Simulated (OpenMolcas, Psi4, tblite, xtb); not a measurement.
## How methods differ on C2F3Si (SMILES [C]#C[Si](F)(F)F)

C2F3Si has 6 atoms, charge 0, and is taken as a doublet. SMILES: `[C]#C[Si](F)(F)F`. Geometry: relaxed at PBE0-D4/def2-TZVP.

Each level gives the vertical energy of the quartet above the doublet (eV). The values are calculated.

```
                                                level                 kind     program  value (eV)  CPU time (all runs)
                                            IPEA1-xTB       semi-empirical      tblite        6.11            under 2 s
                                             GFN0-xTB       semi-empirical         xtb        5.06            under 2 s
                                             GFN1-xTB       semi-empirical         xtb        6.10            under 2 s
                                             GFN2-xTB       semi-empirical         xtb        5.99            under 2 s
                                       USVWN5/cc-pVDZ                  LDA  OpenMolcas        5.26              6.1 min
                                     U-revPBE/cc-pVDZ                  GGA  OpenMolcas        4.99              3.1 min
                                         UPBE/cc-pVDZ                  GGA  OpenMolcas        5.03              3.6 min
UDSD-PBEP86/cc-pVDZ (density fitting for correlation)        double hybrid        Psi4        5.80                 62 s
                                         UMP3/cc-pVDZ  perturbation theory        Psi4        5.48                 32 s
      UOMP2/cc-pVDZ (density fitting for correlation)  perturbation theory        Psi4        6.26                 98 s
```

The values span 4.99 to 6.26 eV. Spin contamination of the reference (⟨S²⟩ at least 0.1 too high) touches UDSD-PBEP86/cc-pVDZ, UMP3/cc-pVDZ, UOMP2/cc-pVDZ. The xTB rows lack spin polarisation, so open shells miss the exchange term that lowers them. Times are those of the runs behind each value, whatever else they computed, on shared processors of several kinds: orders of magnitude only.

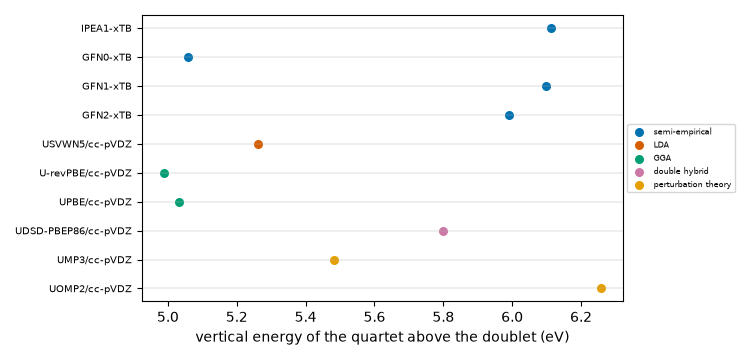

The values of the table, level by level.
